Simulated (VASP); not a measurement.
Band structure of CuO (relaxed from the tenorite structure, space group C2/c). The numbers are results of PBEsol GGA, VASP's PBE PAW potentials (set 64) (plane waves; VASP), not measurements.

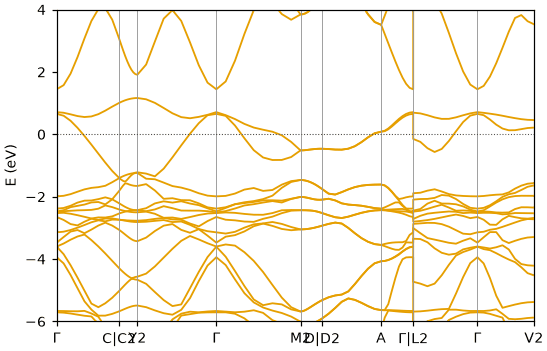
Bands along high-symmetry lines, zero at the valence-band maximum or, without a gap, the Fermi level

**Question.** Read the plot: is there a gap, and where are the band edges?

**Answer.** It has no gap at this level: it comes out as a metal or semimetal. (Edges off the drawn lines would not show.)

The structure was generated: CuO was put into the tenorite type (C2/c), which need not be its known phase. It was relaxed first, which changed the volume by +6 %.
